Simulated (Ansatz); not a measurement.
# CH₃BF₂: one molecule under many settings

Aim: run CH₃BF₂ under a spread of inputs, and see what each costs and gives.

Computed with Ansatz 0.2.0, Gaussian basis. Level: the settings change from run to run.

## Step 1: The geometry

The structure was relaxed beforehand with PBE0-D4 in a triple-zeta def2 set.

SMILES `CB(F)F`, 7 atoms, charge 0, spin multiplicity 1.

Atoms are counted from 1 here; the program's logs count them from 0.

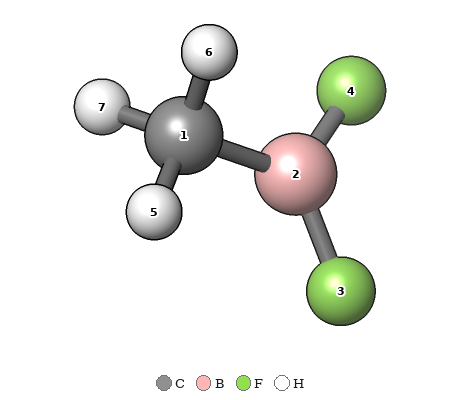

The geometry (carbon grey, boron pink, fluorine green, hydrogen white); atoms are numbered from 1 in the order of the file.

Coordinates:

```
C    -0.09356    0.68157   -0.04639
B     0.15485   -0.84925    0.06530
F     0.63888   -1.41796    1.15660
F    -0.11871   -1.66791   -0.93806
H     0.26836    1.23281    0.82067
H     0.37752    1.08104   -0.94845
H    -1.16614    0.87181   -0.15547
```

## Step 2: wB97X/cc-pVDZ

Set apart from the defaults: finite nuclei.

in.yaml

```yaml
crystal:
  periodic: [false, false, false]
  atoms:
    - {symbol: C, position_ang: [-0.093557, 0.681567, -0.046386]}
    - {symbol: B, position_ang: [0.154846, -0.849253, 0.065296]}
    - {symbol: F, position_ang: [0.638882, -1.417959, 1.156600]}
    - {symbol: F, position_ang: [-0.118711, -1.667909, -0.938059]}
    - {symbol: H, position_ang: [0.268361, 1.232809, 0.820666]}
    - {symbol: H, position_ang: [0.377519, 1.081038, -0.948446]}
    - {symbol: H, position_ang: [-1.166139, 0.871806, -0.155471]}
basis:
  gaussian: {orbitals: cc-pVDZ, nuclear_model: gaussian}
hamiltonian: {xc: {name: wB97X}}
output: {forces: true}
```

The run is started by

```console
ansatz run in.yaml --threads 4 --pin off --events-out ev --progress --plain --max-ram 10444MiB
```

Log (excerpt; [...] marks lines left out):

```text
Functional definition: wB97X
  name "wB97X"
  cite "Chai & Head-Gordon, J. Chem. Phys. 128, 084106 (2008) doi:10.1063/1.2834918"
  cite "Becke, J. Chem. Phys. 107, 8554 (1997) doi:10.1063/1.475007"
[...]
  # The coefficients of nought are those of the uniform gas.
[...]
      + exact_x_lr(omega)
[...]
      + integral(e_c_pw_opposite_spin*poly(b97_u_opposite, 1, cos1, cos2, cos3, cos4))
646 factors; integrals over basis functions are off by at most 1.2e-3 eV
189 factors; integrals over basis functions are off by at most 6.2e-6 eV
[...]
mean field -7198.19204868 eV, -264.5286786793 hartree, gradient 1.8e-5 eV, S^2 0.000000; 0 other end points of the search recorded, 0 dependent functions left out
[...]
reference -7198.19202543 eV, -264.5286778248 hartree; 16, 16 occupied and 55, 55 virtual orbitals, 646 factors
Total energy: -7198.19202543 eV, -264.5286778248 hartree
Atom 0 at    -0.093557     0.681567    -0.046386 Å, force     0.021423    -0.142871     0.002711 eV/Å
Atom 1 at     0.154846    -0.849253     0.065296 Å, force    -0.103684     0.622558    -0.049526 eV/Å
Atom 2 at     0.638882    -1.417959     1.156600 Å, force     0.264139    -0.306898     0.595274 eV/Å
Atom 3 at    -0.118711    -1.667909    -0.938059 Å, force    -0.146054    -0.445749    -0.543401 eV/Å
Atom 4 at     0.268361     1.232809     0.820666 Å, force     0.101755     0.149451     0.241195 eV/Å
Atom 5 at     0.377519     1.081038    -0.948446 Å, force     0.128983     0.091682    -0.227658 eV/Å
Atom 6 at    -1.166139     0.871806    -0.155471 Å, force    -0.266562     0.031827    -0.018595 eV/Å
Dipole moment:    -0.059366     0.325735    -0.030870 e Å
```

It took 1.3 s on 4 threads of Arm Neoverse V1, shared host.

Largest force 0.720 eV/Å, dipole 1.60 D.

## Step 3: wB97X-V/def2-SVP

This run has multiplicity 3.

in.yaml, as its differences from that of step 2:

```diff
@@ -11,4 +11,4 @@
 basis:
-  gaussian: {orbitals: cc-pVDZ, nuclear_model: gaussian}
-hamiltonian: {xc: {name: wB97X}}
-output: {forces: true}
+  gaussian: {orbitals: def2-SVP}
+magnetization: {spin_polarized: true, initial_magnetization: 2}
+hamiltonian: {xc: {name: wB97X-V}}
```

The command is unchanged.

Log (excerpt; [...] marks lines left out):

```text
Functional definition: wB97X-V
  name "wB97X-V"
  cite "Mardirossian & Head-Gordon, Phys. Chem. Chem. Phys. 16, 9904 (2014) doi:10.1039/C3CP54374A"
  cite "Becke, J. Chem. Phys. 107, 8554 (1997) doi:10.1063/1.475007"
  cite "Vydrov & Van Voorhis, J. Chem. Phys. 133, 244103 (2010) doi:10.1063/1.3521275"
[...]
      + integral(e_c_pw_opposite_spin*poly(b97_u_opposite, cos0, cos1)) + vv10(b, c)
698 factors; integrals over basis functions are off by at most 1.0e-3 eV
180 factors; integrals over basis functions are off by at most 8.9e-6 eV
[...]
mean field -7183.36374161 eV, -263.9837484453 hartree, gradient 5.3e-5 eV, S^2 2.003832; 0 other end points of the search recorded, 0 dependent functions left out
reference -7183.36374132 eV, -263.9837484345 hartree; 17, 15 occupied and 54, 56 virtual orbitals, 698 factors
Total energy: -7183.36374132 eV, -263.9837484345 hartree
```

Run time: 3.6 s. Hardware: 4 threads of Arm Neoverse V1, shared host.

⟨S²⟩ 2.004.

## Step 4: B3LYP/6-31++G**

Set apart from the defaults: charge -1, multiplicity 2, coordinates scaled by 0.92, density fitting with cc-pVTZ-jkfit, D3(BJ) dispersion.

in.yaml

```yaml
crystal:
  periodic: [false, false, false]
  atoms:
    - {symbol: C, position_ang: [-0.086073, 0.627042, -0.042676]}
    - {symbol: B, position_ang: [0.142458, -0.781312, 0.060072]}
    - {symbol: F, position_ang: [0.587771, -1.304522, 1.064072]}
    - {symbol: F, position_ang: [-0.109214, -1.534476, -0.863014]}
    - {symbol: H, position_ang: [0.246892, 1.134184, 0.755013]}
    - {symbol: H, position_ang: [0.347317, 0.994555, -0.872571]}
    - {symbol: H, position_ang: [-1.072848, 0.802062, -0.143033]}
basis:
  gaussian: {orbitals: "6-31++G**", fitting: {mean_field: cc-pVTZ-jkfit}}
total_charge: -1
magnetization: {spin_polarized: true, initial_magnetization: 1}
hamiltonian: {xc: {name: B3LYP}, dispersion: d3bj}
output: {forces: true}
```

Same command.

Log (excerpt; [...] marks lines left out):

```text
Functional definition: B3LYP
  name "B3LYP"
  cite "Stephens, Devlin, Chabalowski & Frisch, J. Phys. Chem. 98, 11623 (1994) doi:10.1021/j100096a001"
  cite "Becke, Phys. Rev. A 38, 3098 (1988) doi:10.1103/PhysRevA.38.3098"
  cite "Lee, Yang & Parr, Phys. Rev. B 37, 785 (1988) doi:10.1103/PhysRevB.37.785"
  cite "Vosko, Wilk & Nusair, Can. J. Phys. 58, 1200 (1980) doi:10.1139/p80-159"
[...]
406 factors; integrals over basis functions are off by at most 1.4e-1 eV
[...]
mean field -7198.07980919 eV, -264.5245539540 hartree, gradient 5.0e-6 eV, S^2 0.750032; 9 other end points of the search recorded, 0 dependent functions left out
[...]
reference -7198.08000884 eV, -264.5245612910 hartree; 17, 16 occupied and 77, 78 virtual orbitals, 406 factors
Total energy: -7198.22598452 eV, -264.5299257984 hartree
Atom 0 at    -0.086073     0.627042    -0.042676 Å, force     0.143795     0.510741     0.195853 eV/Å
Atom 1 at     0.142458    -0.781312     0.060072 Å, force    -0.591403     3.790584    -0.327365 eV/Å
Atom 2 at     0.587771    -1.304522     1.064072 Å, force     3.168141    -3.679483     7.161101 eV/Å
Atom 3 at    -0.109214    -1.534476    -0.863014 Å, force    -1.774273    -5.247082    -6.486766 eV/Å
Atom 4 at     0.246892     1.134184     0.755013 Å, force     1.249010     2.193297     3.088315 eV/Å
Atom 5 at     0.347317     0.994555    -0.872571 Å, force     1.593982     1.595449    -3.209026 eV/Å
Atom 6 at    -1.072848     0.802062    -0.143033 Å, force    -3.789251     0.836495    -0.422113 eV/Å
Dipole moment:     0.642749    -2.029299     0.495579 e Å
```

It took 2.6 s on 4 threads of Arm Neoverse V1, shared host.

Largest force 8.652 eV/Å, ⟨S²⟩ 0.750.

## Step 5: BCCD(T)/def2-TZVPD

Set apart from the defaults: relativity set to none, 1 DIIS vectors.

in.yaml

```yaml
crystal:
  periodic: [false, false, false]
  atoms:
    - {symbol: C, position_ang: [-0.093557, 0.681567, -0.046386]}
    - {symbol: B, position_ang: [0.154846, -0.849253, 0.065296]}
    - {symbol: F, position_ang: [0.638882, -1.417959, 1.156600]}
    - {symbol: F, position_ang: [-0.118711, -1.667909, -0.938059]}
    - {symbol: H, position_ang: [0.268361, 1.232809, 0.820666]}
    - {symbol: H, position_ang: [0.377519, 1.081038, -0.948446]}
    - {symbol: H, position_ang: [-1.166139, 0.871806, -0.155471]}
basis:
  gaussian: {orbitals: def2-TZVPD}
hamiltonian: {xc: {name: HF}, pseudopotentials: {relativity: none}}
correlation: {method: bccd_t, diis_vectors: 1}
```

Same command.

Log (excerpt; [...] marks lines left out):

```text
Functional definition: HF
  name "HF"
  cite "Fock, Z. Phys. 61, 126 (1930) doi:10.1007/BF01340294"
  parent pbe
[...]
1210 factors; integrals over basis functions are off by at most 8.2e-4 eV
[...]
mean field -7168.44042002 eV, -263.4353264922 hartree, gradient 1.4e-6 eV, S^2 0.000000; 0 other end points of the search recorded, 0 dependent functions left out
4 core orbitals not correlated: weight in the atoms' cores, before any rotation towards them, 1.000 or more for the frozen orbitals, at most 0.000 for the correlated occupied ones
reference -7168.44042002 eV, -263.4353264922 hartree; 12, 12 occupied and 165, 165 virtual orbitals, 1210 factors
second order -20.80408650 eV of doubles, -0.00000000 eV of singles
cycle   1  -20.83878895 eV  change   -3.5e-2 eV  update   9.1e-2
[...]
cycle  11  -21.29684656 eV  change    1.6e-5 eV  update   1.0e-5
perturbative correction -0.71909379 eV, -0.0264262093 hartree
Total energy: -7190.45636036 eV, -264.2443973770 hartree
```

Wall time 37 s (4 threads of Arm Neoverse V1, shared host); peak memory 2.5 GiB.

## Step 6: wB97X/aug-cc-pVDZ

Set apart from the defaults: charge -1, multiplicity 2, atoms shaken by 0.15 Å, high accuracy.

in.yaml

```yaml
crystal:
  periodic: [false, false, false]
  atoms:
    - {symbol: C, position_ang: [-0.118635, 0.654849, 0.038277]}
    - {symbol: B, position_ang: [0.127439, -0.635680, 0.146188]}
    - {symbol: F, position_ang: [0.427884, -1.393871, 1.362897]}
    - {symbol: F, position_ang: [-0.062607, -1.634409, -1.002703]}
    - {symbol: H, position_ang: [0.369400, 1.080739, 0.838040]}
    - {symbol: H, position_ang: [0.388767, 1.116128, -1.075880]}
    - {symbol: H, position_ang: [-1.310393, 0.959882, -0.255637]}
basis:
  gaussian: {orbitals: aug-cc-pVDZ}
total_charge: -1
magnetization: {spin_polarized: true, initial_magnetization: 1}
hamiltonian: {xc: {name: wB97X}}
accuracy: high
```

The command is unchanged.

Log (excerpt; [...] marks lines left out):

```text
Functional definition: wB97X
  name "wB97X"
  cite "Chai & Head-Gordon, J. Chem. Phys. 128, 084106 (2008) doi:10.1063/1.2834918"
  cite "Becke, J. Chem. Phys. 107, 8554 (1997) doi:10.1063/1.475007"
[...]
  # The coefficients of nought are those of the uniform gas.
[...]
      + exact_x_lr(omega)
[...]
      + integral(e_c_pw_opposite_spin*poly(b97_u_opposite, 1, cos1, cos2, cos3, cos4))
2394 factors; integrals over basis functions are off by at most 3.4e-9 eV
490 factors; integrals over basis functions are off by at most 2.8e-9 eV
[...]
mean field -7195.21479159 eV, -264.4192664991 hartree, gradient 9.6e-8 eV, S^2 0.750803; 6 other end points of the search recorded, 0 dependent functions left out
reference -7195.21479647 eV, -264.4192666786 hartree; 17, 16 occupied and 102, 103 virtual orbitals, 2394 factors
Total energy: -7195.21479647 eV, -264.4192666786 hartree
```

It took 76 s on 4 threads of Arm Neoverse V1, shared host; peak memory 1.1 GiB.

⟨S²⟩ 0.751.

## Step 7: B97/cc-pVTZ-DK

in.yaml

```yaml
crystal:
  periodic: [false, false, false]
  atoms:
    - {symbol: C, position_ang: [-0.093557, 0.681567, -0.046386]}
    - {symbol: B, position_ang: [0.154846, -0.849253, 0.065296]}
    - {symbol: F, position_ang: [0.638882, -1.417959, 1.156600]}
    - {symbol: F, position_ang: [-0.118711, -1.667909, -0.938059]}
    - {symbol: H, position_ang: [0.268361, 1.232809, 0.820666]}
    - {symbol: H, position_ang: [0.377519, 1.081038, -0.948446]}
    - {symbol: H, position_ang: [-1.166139, 0.871806, -0.155471]}
basis:
  gaussian: {orbitals: cc-pVTZ-DK}
hamiltonian: {xc: {name: B97}}
```

Same command.

Log (excerpt; [...] marks lines left out):

```text
Functional definition: B97
  name "B97"
  cite "Becke, J. Chem. Phys. 107, 8554 (1997) doi:10.1063/1.475007"
[...]
      + integral(e_c_pw_opposite_spin*poly(b97_u_opposite, cos0, cos1, cos2))
850 factors; their error is unknown
[...]
mean field -7205.50533881 eV, -264.7974371342 hartree, gradient 2.2e-5 eV, S^2 0.000000; 0 other end points of the search recorded, 0 dependent functions left out
reference -7205.50536043 eV, -264.7974379289 hartree; 16, 16 occupied and 146, 146 virtual orbitals, 850 factors
Total energy: -7205.50536043 eV, -264.7974379289 hartree
Relativity: scalar
```

Wall time 2.2 s (4 threads of Arm Neoverse V1, shared host).

## Step 8: wB97X-V/def2-SVPD

Set apart from the defaults: charge -1, multiplicity 2, atoms shaken by 0.03 Å, relativity set to scalar.

in.yaml

```yaml
crystal:
  periodic: [false, false, false]
  atoms:
    - {symbol: C, position_ang: [-0.082469, 0.698283, -0.083687]}
    - {symbol: B, position_ang: [0.165317, -0.879277, 0.047217]}
    - {symbol: F, position_ang: [0.650174, -1.374054, 1.133873]}
    - {symbol: F, position_ang: [-0.142822, -1.690871, -0.905746]}
    - {symbol: H, position_ang: [0.256207, 1.220486, 0.795882]}
    - {symbol: H, position_ang: [0.362283, 1.088222, -0.918388]}
    - {symbol: H, position_ang: [-1.179910, 0.858247, -0.126494]}
basis:
  gaussian: {orbitals: def2-SVPD}
total_charge: -1
magnetization: {spin_polarized: true, initial_magnetization: 1}
hamiltonian: {xc: {name: wB97X-V}, pseudopotentials: {relativity: scalar}}
output: {forces: true}
```

Same command.

Log (excerpt; [...] marks lines left out):

```text
Functional definition: wB97X-V
  name "wB97X-V"
  cite "Mardirossian & Head-Gordon, Phys. Chem. Chem. Phys. 16, 9904 (2014) doi:10.1039/C3CP54374A"
  cite "Becke, J. Chem. Phys. 107, 8554 (1997) doi:10.1063/1.475007"
  cite "Vydrov & Van Voorhis, J. Chem. Phys. 133, 244103 (2010) doi:10.1063/1.3521275"
[...]
      + integral(e_c_pw_opposite_spin*poly(b97_u_opposite, cos0, cos1)) + vv10(b, c)
890 factors; their error is unknown
356 factors; integrals over basis functions are off by at most 1.7e-5 eV
[...]
mean field -7195.25654035 eV, -264.4208007377 hartree, gradient 5.8e-5 eV, S^2 0.750309; 4 other end points of the search recorded, 0 dependent functions left out
[...]
reference -7195.25654300 eV, -264.4208008354 hartree; 17, 16 occupied and 93, 94 virtual orbitals, 890 factors
Total energy: -7195.25654300 eV, -264.4208008354 hartree
Relativity: scalar
Atom 0 at    -0.082469     0.698283    -0.083687 Å, force    -1.767045    -2.301054     2.227055 eV/Å
Atom 1 at     0.165317    -0.879277     0.047217 Å, force    -0.093362     3.383778    -0.337371 eV/Å
Atom 2 at     0.650174    -1.374054     1.133873 Å, force     0.817509    -1.084960     2.113037 eV/Å
Atom 3 at    -0.142822    -1.690871    -0.905746 Å, force    -0.679779    -1.557564    -1.771818 eV/Å
Atom 4 at     0.256207     1.220486     0.795882 Å, force     0.448761     0.336120     0.740729 eV/Å
Atom 5 at     0.362283     1.088222    -0.918388 Å, force     1.315836     1.238149    -2.751514 eV/Å
Atom 6 at    -1.179910     0.858247    -0.126494 Å, force    -0.041920    -0.014468    -0.220119 eV/Å
Dipole moment:    -0.074382     0.286949     0.032526 e Å
```

Wall time 7.5 s (4 threads of Arm Neoverse V1, shared host).

Largest force 3.657 eV/Å, ⟨S²⟩ 0.750.

## Step 9: wPBEh/aug-pcseg-2

in.yaml

```yaml
crystal:
  periodic: [false, false, false]
  atoms:
    - {symbol: C, position_ang: [-0.093557, 0.681567, -0.046386]}
    - {symbol: B, position_ang: [0.154846, -0.849253, 0.065296]}
    - {symbol: F, position_ang: [0.638882, -1.417959, 1.156600]}
    - {symbol: F, position_ang: [-0.118711, -1.667909, -0.938059]}
    - {symbol: H, position_ang: [0.268361, 1.232809, 0.820666]}
    - {symbol: H, position_ang: [0.377519, 1.081038, -0.948446]}
    - {symbol: H, position_ang: [-1.166139, 0.871806, -0.155471]}
basis:
  gaussian: {orbitals: aug-pcseg-2}
hamiltonian: {xc: {name: wPBEh}}
output: {forces: true}
```

Same command.

Log (excerpt; [...] marks lines left out):

```text
Functional definition: wPBEh
  name "wPBEh"
  cite "Heyd, Scuseria & Ernzerhof, J. Chem. Phys. 118, 8207 (2003) doi:10.1063/1.1564060"
  cite "Krukau, Vydrov, Izmaylov & Scuseria, J. Chem. Phys. 125, 224106 (2006) doi:10.1063/1.2404663"
  cite "Heyd & Scuseria, J. Chem. Phys. 120, 7274 (2004) doi:10.1063/1.1668634"
  cite "Ernzerhof & Perdew, J. Chem. Phys. 109, 3313 (1998) doi:10.1063/1.476928"
  cite "Perdew, Burke & Ernzerhof, Phys. Rev. Lett. 77, 3865 (1996) doi:10.1103/PhysRevLett.77.3865"
  parent pbe
[...]
977 factors; their error is unknown
128 factors; integrals over basis functions are off by at most 1.5e-6 eV
[...]
mean field -7195.93307693 eV, -264.4456629987 hartree, gradient 2.4e-5 eV, S^2 0.000000; 0 other end points of the search recorded, 0 dependent functions left out
[...]
reference -7195.93313276 eV, -264.4456650502 hartree; 16, 16 occupied and 237, 237 virtual orbitals, 977 factors
Total energy: -7195.93313276 eV, -264.4456650502 hartree
Atom 0 at    -0.093557     0.681567    -0.046386 Å, force    -0.001643     0.012515     0.001426 eV/Å
Atom 1 at     0.154846    -0.849253     0.065296 Å, force    -0.000500    -0.003320    -0.001987 eV/Å
Atom 2 at     0.638882    -1.417959     1.156600 Å, force    -0.007364     0.010582    -0.015257 eV/Å
Atom 3 at    -0.118711    -1.667909    -0.938059 Å, force     0.004476     0.012281     0.014336 eV/Å
Atom 4 at     0.268361     1.232809     0.820666 Å, force    -0.015038    -0.018401    -0.035417 eV/Å
Atom 5 at     0.377519     1.081038    -0.948446 Å, force    -0.019980    -0.011367     0.033774 eV/Å
Atom 6 at    -1.166139     0.871806    -0.155471 Å, force     0.040050    -0.002290     0.003126 eV/Å
Dipole moment:    -0.060105     0.345284    -0.030202 e Å
```

Wall time 3.6 s (4 threads of Arm Neoverse V1, shared host); peak memory 0.62 GiB.

Largest force 0.043 eV/Å, dipole 1.69 D.

## Step 10: HF/x2c-TZVPPall

Set apart from the defaults: charge +1, multiplicity 2.

in.yaml, as its differences from that of step 9:

```diff
@@ -11,4 +11,5 @@
 basis:
-  gaussian: {orbitals: aug-pcseg-2}
-hamiltonian: {xc: {name: wPBEh}}
-output: {forces: true}
+  gaussian: {orbitals: x2c-TZVPPall}
+total_charge: 1
+magnetization: {spin_polarized: true, initial_magnetization: 1}
+hamiltonian: {xc: {name: HF}}
```

The command is unchanged.

Log:

```text
Functional definition: HF
  name "HF"
  cite "Fock, Z. Phys. 61, 126 (1930) doi:10.1007/BF01340294"
  parent pbe
  exchange = exact_x
  correlation = 0
1030 factors; their error is unknown
mean field evaluation 1: about -7155.9119 eV, gradient 4.0e1 eV
mean field evaluation 2: about -7159.0912 eV, gradient 2.7e1 eV
mean field evaluation 4: about -7160.9919 eV, gradient 9.6e-1 eV
mean field evaluation 8: about -7161.0156 eV, gradient 2.1e-1 eV
mean field evaluation 16: about -7161.1392 eV, gradient 2.5e-5 eV
mean field evaluation 32: about -7159.9334 eV, gradient 1.4e0 eV
mean field evaluation 64: about -7160.5168 eV, gradient 2.7e0 eV
mean field evaluation 96: about -7159.9603 eV, gradient 5.2e-1 eV
mean field evaluation 128: about -7161.0154 eV, gradient 2.2e-1 eV
mean field -7161.13923549 eV, -263.1670129098 hartree, gradient 7.0e-5 eV, S^2 0.759025; 0 other end points of the search recorded, 0 dependent functions left out
reference -7161.13923549 eV, -263.1670129098 hartree; 16, 15 occupied and 150, 151 virtual orbitals, 1030 factors
Total energy: -7161.13923549 eV, -263.1670129098 hartree
Relativity: scalar
```

Wall time 3.3 s (4 threads of Arm Neoverse V1, shared host).

⟨S²⟩ 0.759.

## Step 11: The runs in one table

| level | charge | multiplicity | geometry | functions | energy (eV) | time |
| --- | --- | --- | --- | --- | --- | --- |
| wB97X/cc-pVDZ | 0 | 1 | relaxed | 71 | -7198.192 | 1.3 s |
| wB97X-V/def2-SVP | 0 | 3 | relaxed | 71 | -7183.364 | 3.6 s |
| B3LYP/6-31++G** | -1 | 2 | scaled | 94 | -7198.226 | 2.6 s |
| BCCD(T)/def2-TZVPD | 0 | 1 | relaxed | 181 | -7190.456 | 37 s |
| wB97X/aug-cc-pVDZ | -1 | 2 | shaken | 119 | -7195.215 | 76 s |
| B97/cc-pVTZ-DK | 0 | 1 | relaxed | 162 | -7205.505 | 2.2 s |
| wB97X-V/def2-SVPD | -1 | 2 | shaken | 110 | -7195.257 | 7.5 s |
| wPBEh/aug-pcseg-2 | 0 | 1 | relaxed | 253 | -7195.933 | 3.6 s |
| HF/x2c-TZVPPall | 1 | 2 | relaxed | 166 | -7161.139 | 3.3 s |

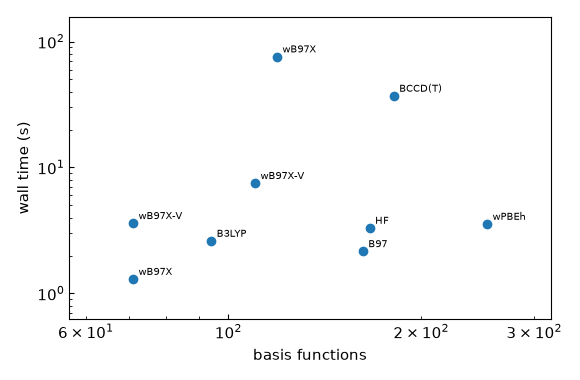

Wall time against the number of basis functions (shared host).

## Step 12: Outcome

| quantity | value |
| --- | --- |
| runs | 9 |
| quickest | wB97X/cc-pVDZ, 1.3 s |
| slowest | wB97X/aug-cc-pVDZ, 76 s |
| spread of total energies, same state and geometry | 15.0 eV |
| dipole, same state and geometry | 1.60 to 1.69 D |

What this shows: Run time spans a factor of 58, from wB97X/cc-pVDZ to wB97X/aug-cc-pVDZ. The jobs differ in tasks and options as well as level. Total energies at one charge and spin differ by 15 eV between levels, so only differences within one level mean anything. At the PBE0-D4/def2-TZVP geometry and in the same state, runs without warnings or point charges leave forces up to 0.72 eV/Å (wB97X/cc-pVDZ).
